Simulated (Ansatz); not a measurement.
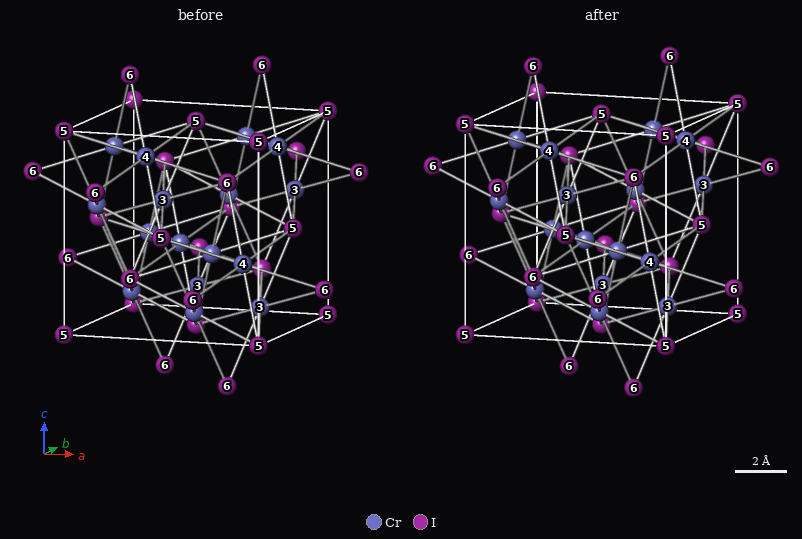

The structure of crystalline Cr2I (built on the cubic Laves (C15)_227 type) before (left) and after (right) a relaxation, at one scale.

Style: ball-and-stick. Shown: the conventional cell (4 times the calculation's cell), slightly off an axis. Lengths and directions refer to the drawn axes.

Case: cubic Laves (C15) type (Fd-3m, No. 227).

Level of theory: DFT PBE, scalar-relativistic, plane waves, PAW (Ansatz).

Input
```yaml
crystal:
  lattice:
    - [0.0, 4.051887196, 4.051887196]
    - [4.051887196, 0.0, 4.051887196]
    - [4.051887196, 4.051887196, 0.0]
  atoms:
    - { symbol: Cr, position: [0.625, 0.625, 0.625], spin: 4.15 }
    - { symbol: Cr, position: [0.125, 0.625, 0.625], spin: 4.15 }
    - { symbol: Cr, position: [0.625, 0.625, 0.125], spin: 4.15 }
    - { symbol: Cr, position: [0.625, 0.125, 0.625], spin: 4.15 }
    - { symbol: I, position: [0.0, 0.0, 0.0] }
    - { symbol: I, position: [0.25, 0.25, 0.25] }
basis:
  ecutwfc: 420
kpoints:
  mp_grid: { grid: [8, 8, 8] }
hamiltonian:
  xc: pbe
scf:
  occupations: { method: gaussian, width: 0.1 }
output:
  forces: true
  stress: true
  eigenvalues: true
  populations: true
magnetization:
  spin_polarized: true
relax:
  adjacent_minimum: "off"
  f_tol: 0.01
  max_steps: 80
  cell: { stress_tol: 0.05 }
```

Run as
```bash
ansatz run input.yaml --threads 1 --pin off --max-ram 2560MiB --backend cpu --events-out ev --progress --plain --runs-dir out
```

Question: What changed between the two?

Answer: The atoms keep their places relative to the cell (all moves are under 0.005 Å). Cell: a = b = c 8.104 → 8.371 Å (+3.3 %). Volume +10.2 %. Some distances before and after: Cr1–I5 3.360 → 3.471 Å. The space group stays Fd-3m (No. 227). After 3 accepted moves (5 points after the start) the energy has fallen by 24.8 meV per atom. All forces vanish by symmetry, so only the cell relaxes. The pressure goes from 3.75 to 0.00 GPa. The SCF was repeated twice at an unchanged geometry on a basis and grid sized afresh for the cell, which shifted the energy by 0.9 meV per atom at most. The run may lie on a higher electronic state than the lowest, so the end point isn't shown to be the ground-state structure.
